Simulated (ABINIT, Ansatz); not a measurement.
# A GW run on ScHO2 (R-3m) in ABINIT, with inputs changed

A base run on ScHO2 (R-3m), then changed inputs.

Calculated with ABINIT 10.8.3; PBEsol and many-body steps on it, plane waves.

## Step 1: The structure

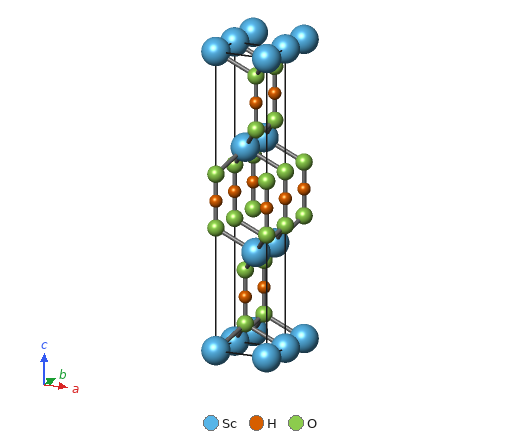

Start, viewed slightly off an axis; scandium blue, hydrogen orange, oxygen green. 1×2×1 cells are drawn. This picture shows the conventional cell, with its axes. Bonds to atoms that aren't drawn are left out. Some periodic images of atoms are drawn too.

The cell and positions are those that the Materials Project relaxed with its own functionals (PBE, PBE+U or r2SCAN), kept fixed.

## Step 2: Screening, 4×4×4 mesh, 61 bands, screening to 141.5 eV

This step: ABINIT 10.8.3; RPA screening on PBEsol, plane waves, norm-conserving pseudopotentials.

The RPA dielectric matrix is built and inverted for each q.

File run.abi:

```
acell 3*1.0 Angstrom
rprim 
  1.616589043500 0.933338119408 4.530924155205
  -1.616589043500 0.933338119408 4.530924155205
  0.000000000000 -1.866676238893 4.530924155189
ntypat 3
znucl 21 1 8
natom 4
typat 1 2 3 3
xred 
  0.000000000000 0.000000000000 0.000000000000
  0.500000000000 0.500000000000 0.500000000000
  0.589701000000 0.589701000000 0.589701000000
  0.410299000000 0.410299000000 0.410299000000
pp_dirpath "pseudos"
pseudos "Sc.upf, H.upf, O.upf"
ecut 36
ngkpt 4 4 4
nshiftk 1
shiftk 0 0 0
kptopt 1
chksymbreak 0
istwfk *1
occopt 1
irdwfk 1
optdriver 3
nband 61
ecuteps 5.2
inclvkb 2
awtr 1
symchi 1
indata_prefix "in"
outdata_prefix "out"
tmpdata_prefix "tmp"
```

On the command line:

```sh
> OMP_NUM_THREADS=1 mpirun -n 4 abinit run.abi > log
```

The program printed:

```text
.Version 10.8.3 of ABINIT. v10.8.2 released Aug 2026.

 Symmetries : space group R-3 m (#166); Bravais hR (rhombohedral)
[... echo of the input left out ...]
== DATASET  1 ==================================================================
-   mpi_nproc: 4, omp_nthreads: 1 (-1 if OMP is not activated)

--- !DatasetInfo
iteration_state: {dtset: 1, }
dimensions: {natom: 4, nkpt: 13, mband: 61, nsppol: 1, nspinor: 1, nspden: 1, mpw: 2864, }
cutoff_energies: {ecut:  36.0, pawecutdg:  -1.0, }
electrons: {nelect:   2.40000000E+01, charge:   0.00000000E+00, occopt:   1.00000000E+00, tsmear:   1.00000000E-02, }

 SCREENING: Calculation of the susceptibility and dielectric matrices

 Based on a program developped by R.W. Godby, V. Olevano, G. Onida, and L. Reining.
 Incorporated in ABINIT by V. Olevano, G.-M. Rignanese, and M. Torrent.
.Using double precision arithmetic ; gwpc =  8

[... cell and pseudopotentials left out ...]
--------------------------------------------------------------------------------

 ==== K-mesh for the wavefunctions ====
 Number of points in the irreducible wedge :    13
[... list of points left out ...]
 Together with 12 symmetry operations and time-reversal symmetry
 yields    64 points in the full Brillouin Zone.

 ==== Q-mesh for the screening function ====
 Number of points in the irreducible wedge :    13
[... list of points left out ...]
 Together with 12 symmetry operations and time-reversal symmetry
 yields    64 points in the full Brillouin Zone.

 setmesh: FFT mesh size selected  =    36x   36x   36
          total number of points  =        46656

 vcoul_init : cutoff-mode = AUXILIARY_FUNCTION
 q-points for optical limit:   1
     1)      0.000010    0.000020    0.000030

- screening: taking advantage of time-reversal symmetry
- Maximum band index for partially occupied states nbvw = 12
- Remaining bands to be divided among processors   nbcw = 49
- Number of bands treated by each node ~12

 Number of electrons calculated from density =   24.0000; Expected =   24.0000
 average of density, n =  0.086704
 r_s =    1.4016
 omega_plasma =   28.4037 [eV]

 calculating chi0 at frequencies [eV] :
  1    0.000000E+00    0.000000E+00
  2    0.000000E+00    2.840368E+01

--------------------------------------------------------------------------------
  q-point number  1        q = ( 0.000000, 0.000000, 0.000000) [r.l.u.]
--------------------------------------------------------------------------------
[... chi0 elements left out ...]
 For q-point:  0.000010 0.000020 0.000030
  dielectric constant =   3.9213
  dielectric constant without local fields =   4.2708

  Average fulfillment of the sum rule on Im[epsilon] for q-point    1 :     52.86  [%]
[... wings left out ...]
  q-point number  2        q = ( 0.250000, 0.000000, 0.000000) [r.l.u.]
--------------------------------------------------------------------------------
[... chi0 elements left out ...]
  Average fulfillment of the sum rule on Im[epsilon] for q-point    2 :     64.78  [%]

 [... 11 further q-points ...]
```

Run time: 1.7 min. Hardware: 4 MPI ranks of Arm Neoverse N1, shared host; peak memory 1.3 GiB; 6.8 min of CPU time.

This step gave:

```yaml
eps_infinity_with_local_fields_on_this_mesh_along_the_program_s_q_direction: 3.921
the_same_without_local_fields: 4.271
plasma_frequency: 28.40 eV
plane_waves_in_the_screening_matrix: 159
```

Local fields lower ε∞ by 8 %.

## Step 3: Base

The self-energy is evaluated for the states that the input lists, and the levels follow from it, in one-shot runs by the linearised quasiparticle equation.

This step: G0W0 on PBEsol, plane waves, norm-conserving pseudopotentials.

run.abi, as its differences from that of step 2:

```diff
@@ -25,8 +25,21 @@
 irdwfk 1
-optdriver 3
+optdriver 4
 nband 61
+gwcalctyp 0
+ecutsigx 36
+symsigma 1
+nkptgw 4
+kptgw 
+  0.5000000000 0.5000000000 0.5000000000
+  0.5000000000 0.5000000000 0.0000000000
+  0.2500000000 0.2500000000 0.0000000000
+  0.0000000000 0.0000000000 0.0000000000
+bdgw 
+  11 14
+  11 14
+  11 14
+  10 15
 ecuteps 5.2
-inclvkb 2
-awtr 1
-symchi 1
+irdscr 1
+ppmodel 1
 indata_prefix "in"
```

The program printed:

```text
.Version 10.8.3 of ABINIT. v10.8.2 released Aug 2026.

 Symmetries : space group R-3 m (#166); Bravais hR (rhombohedral)
[... echo of the input left out ...]
== DATASET  1 ==================================================================
-   mpi_nproc: 4, omp_nthreads: 1 (-1 if OMP is not activated)

--- !DatasetInfo
iteration_state: {dtset: 1, }
dimensions: {natom: 4, nkpt: 13, mband: 61, nsppol: 1, nspinor: 1, nspden: 1, mpw: 2864, }
cutoff_energies: {ecut:  36.0, pawecutdg:  -1.0, }
electrons: {nelect:   2.40000000E+01, charge:   0.00000000E+00, occopt:   1.00000000E+00, tsmear:   1.00000000E-02, }

 SIGMA: Calculation of the GW corrections

 Based on a program developped by R.W. Godby, V. Olevano, G. Onida, and L. Reining.
 Incorporated in ABINIT by V. Olevano, G.-M. Rignanese, and M. Torrent.
.Using double precision arithmetic ; gwpc =  8

[... cell and pseudopotentials left out ...]
--------------------------------------------------------------------------------

 ==== K-mesh for the wavefunctions ====
 Number of points in the irreducible wedge :    13
[... list of points left out ...]
 Together with 12 symmetry operations and time-reversal symmetry
 yields    64 points in the full Brillouin Zone.

 ==== Q-mesh for screening function ====
 Number of points in the irreducible wedge :    13
[... list of points left out ...]
 Together with 12 symmetry operations and time-reversal symmetry
 yields    64 points in the full Brillouin Zone.

 vcoul_init : cutoff-mode = AUXILIARY_FUNCTION
 q-points for optical limit:   1
     1)      0.000010    0.000020    0.000030
 setmesh: FFT mesh size selected  =    50x   50x   50
          total number of points  =       125000

 Number of electrons calculated from density =   24.0000; Expected =   24.0000
 average of density, n =  0.086704
 r_s =    1.4016
 omega_plasma =   28.4037 [eV]

 === KS Band Gaps ===
  >>>> For spin  1
   Minimum direct gap =   4.6318 [eV], located at k-point      :   0.2500  0.2500  0.0000
   Fundamental gap    =   4.0754 [eV], Top of valence bands at :   0.5000  0.5000  0.5000
                                       Bottom of conduction at :   0.5000  0.5000  0.0000
 SIGMA fundamental parameters:
 PLASMON POLE MODEL  1
 number of plane-waves for SigmaX                 2831
 number of plane-waves for SigmaC and W            159
 number of plane-waves for wavefunctions          2831
 number of bands                                    61
 number of independent spin polarizations            1
 number of spinorial components                      1
 number of k-points in IBZ                          13
 number of q-points in IBZ                          13
 number of symmetry operations                      12
 number of k-points in BZ                           64
 number of q-points in BZ                           64
 number of frequencies for dSigma/dE                 9
 frequency step for dSigma/dE [eV]                0.25
 number of omega for Sigma on real axis              0
 max omega for Sigma on real axis  [eV]           0.00
 zcut for avoiding poles [eV]                     0.10

 EPSILON^-1 parameters (SCR file):
 dimension of the eps^-1 matrix on file            159
 dimension of the eps^-1 matrix used               159
 number of plane-waves for wavefunctions          2831
 number of bands                                    61
 number of q-points in IBZ                          13
 number of frequencies                               2
 number of real frequencies                          1
 number of imag frequencies                          1

 matrix elements of self-energy operator (all in [eV])

 Perturbative Calculation

--- !SelfEnergy_ee
iteration_state: {dtset: 1, }
kpoint     : [   0.500,    0.500,    0.500, ]
spin       : 1
KS_gap     :    4.934
QP_gap     :    7.936
Delta_QP_KS:    3.002
data: !SigmaeeData |
     Band     E0 <VxcDFT>   SigX SigC(E0)      Z dSigC/dE  Sig(E)    E-E0       E
       11   3.067 -19.951 -25.357   4.744   0.787  -0.271 -20.472  -0.521   2.546
       12   3.067 -19.951 -25.357   4.744   0.787  -0.271 -20.472  -0.521   2.546
       13   8.001 -17.845  -9.591  -5.174   0.805  -0.242 -15.364   2.481  10.481
       14   8.001 -17.845  -9.591  -5.174   0.805  -0.242 -15.364   2.481  10.481

--- !SelfEnergy_ee
iteration_state: {dtset: 1, }
kpoint     : [   0.500,    0.500,    0.000, ]
spin       : 1
KS_gap     :    4.687
QP_gap     :    7.319
Delta_QP_KS:    2.632
data: !SigmaeeData |
     Band     E0 <VxcDFT>   SigX SigC(E0)      Z dSigC/dE  Sig(E)    E-E0       E
       11   1.905 -18.813 -24.581   4.821   0.786  -0.272 -19.557  -0.744   1.162
       12   2.455 -19.523 -24.644   4.432   0.791  -0.264 -20.068  -0.546   1.909
[...]
--- !SelfEnergy_ee
iteration_state: {dtset: 1, }
kpoint     : [   0.250,    0.250,    0.000, ]
spin       : 1
KS_gap     :    4.632
QP_gap     :    7.267
Delta_QP_KS:    2.636
data: !SigmaeeData |
     Band     E0 <VxcDFT>   SigX SigC(E0)      Z dSigC/dE  Sig(E)    E-E0       E
[...]
--- !SelfEnergy_ee
iteration_state: {dtset: 1, }
kpoint     : [   0.000,    0.000,    0.000, ]
spin       : 1
KS_gap     :    4.782
QP_gap     :    7.160
Delta_QP_KS:    2.377
data: !SigmaeeData |
     Band     E0 <VxcDFT>   SigX SigC(E0)      Z dSigC/dE  Sig(E)    E-E0       E
[...]
13   7.804 -15.155  -8.027  -4.740   0.818  -0.222 -13.201   1.954   9.758
       14   7.972 -17.763  -9.560  -5.145   0.806  -0.240 -15.298   2.465  10.437
       15   7.972 -17.763  -9.560  -5.145   0.806  -0.240 -15.298   2.465  10.437

== END DATASET(S) ==============================================================
================================================================================

 -outvars: echo values of variables after computation  --------
           etotal      0.0000000000E+00
            nband          61
             nkpt          13
          spgroup         166
 [... the other variables as echoed above ...]

 Calculation completed.
```

It took 27 s on 4 MPI ranks; peak memory 1.1 GiB.

This step gave:

* G0W0 gap on the mesh: 6.629 eV
* starting gap on the mesh: 4.075 eV
* k of the valence top: 0, 0, 0
* k of the conduction bottom: 0.5, 0.5, 0
* Z at the valence top: 0.793
* Z at the conduction bottom: 0.817
* least direct G0W0 gap on the computed points: 7.159 eV

The gap on the mesh goes from 4.08 eV to 6.63 eV, a correction of +2.55 eV.

## Step 4: Another k mesh than the file's

run.abi, as its differences from that of step 3:

```diff
@@ -17,3 +17,3 @@
 ecut 36
-ngkpt 4 4 4
+ngkpt 5 5 5
 nshiftk 1
```

The program printed:

```text
.Version 10.8.3 of ABINIT. v10.8.2 released Aug 2026.

 Symmetries : space group R-3 m (#166); Bravais hR (rhombohedral)
================================================================================
 Values of the parameters that define the memory need of the present run
     intxc =       0    ionmov =       0      iscf =       7    lmnmax =       6
     lnmax =       6     mgfft =      50  mpssoang =       3    mqgrid =    3001
     natom =       4  nloc_mem =       1    nspden =       1   nspinor =       1
    nsppol =       1      nsym =      12    n1xccc =    2501    ntypat =       3
    occopt =       1   xclevel =       2
-    mband =          61        mffmem =           1         mkmem =           5
       mpw =        2879          nfft =      125000          nkpt =          19
================================================================================
  Rough estimation (10% accuracy) of disk space for files :
================================================================================

--------------------------------------------------------------------------------
------------- Echo of variables that govern the present computation ------------
--------------------------------------------------------------------------------
 -outvars: echo values of preprocessed input variables --------
            acell      1.8897261259E+00  1.8897261259E+00  1.8897261259E+00 Bohr

             bdgw          11      14      11      14      11      14      10      15
      chksymbreak           0
             ecut      3.60000000E+01 Hartree
          ecuteps      5.20000000E+00 Hartree
         ecutsigx      3.60000000E+01 Hartree
          ecutwfn      3.60000000E+01 Hartree
-          fftalg         312
           irdscr           1
[...]
Unit cell volume ucvol=  2.7680458E+02 bohr^3
 Angles (23,13,12)=  3.85242399E+01  3.85242399E+01  3.85242399E+01 degrees

--- Pseudopotential description ------------------------------------------------
- Sc Generated using ONCVPSP code by D. R. Hamann
- 21.00000  11.00000  180301                  znucl, zion, pspdat
12 -116133 2 -1 1642                          pspcod,pspxc,lmax,lloc,mmax
     nproj     2     2     2
  pspatm : epsatm=   13.58981452
         --- l  ekb(1:nproj) -->
[...]
pspatm: atomic psp has been read  and splines computed

- H Generated using ONCVPSP code by D. R. Hamann
-  1.00000   1.00000  180301                  znucl, zion, pspdat
12 -116133 1 -1 1180                          pspcod,pspxc,lmax,lloc,mmax
     nproj     2     1     0
  pspatm : epsatm=    0.35585368
         --- l  ekb(1:nproj) -->
[...]
1   -0.494138
 pspatm: atomic psp has been read  and splines computed

- O Generated using ONCVPSP code by D. R. Hamann
-  8.00000   6.00000  180301                  znucl, zion, pspdat
12 -116133 2 -1 936                           pspcod,pspxc,lmax,lloc,mmax
     nproj     2     2     1
  pspatm : epsatm=    6.22910120
         --- l  ekb(1:nproj) -->
             0    6.050032    0.820363
             1   -4.739617   -1.153841
             2   -1.335834
 pspatm: atomic psp has been read  and splines computed

   6.33692894E+02                                ecore*ucvol(ha*bohr**3)
--------------------------------------------------------------------------------

--- !ERROR
message: |
    Cannot continue, basic dimensions/parameters reported in the header do not agree with input file.
    Check consistency between the content of the WFK external file and the input file.

--- !ERROR
message: |
    Cannot continue, basic dimensions/parameters reported in the header do not agree with input file.
    Check consistency between the content of the WFK external file and the input file.

--- from the log ---
Cannot continue, basic dimensions/parameters reported in the header do not agree with input file.
    Check consistency between the content of the WFK external file and the input file.
```

It took 3.1 s on 4 MPI ranks; peak memory 0.19 GiB.

The run stopped with an error after 3.1 s.

The program's words: Cannot continue, basic dimensions/parameters reported in the header do not agree with input file. Check consistency between the content of the WFK external file and the input file.

The fault put into this input: another k mesh than the file's.

## Step 5: The runs together

Times are wall times on 4 MPI ranks of Arm Neoverse N1, shared host, good to a factor of about two. A run's time includes the screening step that it read.

```
 run   mesh  bands  screening cutoff (eV)  DFT gap (eV)  gap on the mesh (eV)  direct (eV)  ε∞ used     time
base  4×4×4     61                  141.5         4.075                 6.629        7.159     3.92  2.1 min
```

## Step 6: Results

```
base         : 6.629 eV
known limits : not at the basis limit
```

What this shows: Bands and cutoff are finite, so the gap is not at the basis limit. The miss can reach some tenths of an eV and take either sign; the mesh is an error of its own. A denser mesh or path gives a starting gap of 3.96 eV: the GW mesh misses a band edge, so its gaps are not the fundamental one.

[Paths, hosts, dates, memory and timing lines, banners, echoed tables and standing remarks are left out of the program output.]

[Logs are printed without paths, hosts, clocks, repeated set-up lines and the standing remarks that a program may print on its own settings, such as how far it seeks lower states.]

[Runs of the session that timed out or met a known fault of the program may be left out.]

[Hosts, paths, dates, database ids (printed as entryN), source tags and the programs' standing remarks are cut or masked in the printed files.]

[G0W0 gaps are taken among the corrected bands and points alone; a level outside them can change the order at an edge.]

[Where Ansatz stands beside ABINIT at settings called matched, ABINIT's density can come from a denser mesh and the files from another edition; pairs whose starting gaps differed by over 0.03 eV were left out, so agreement reads better than it is.]
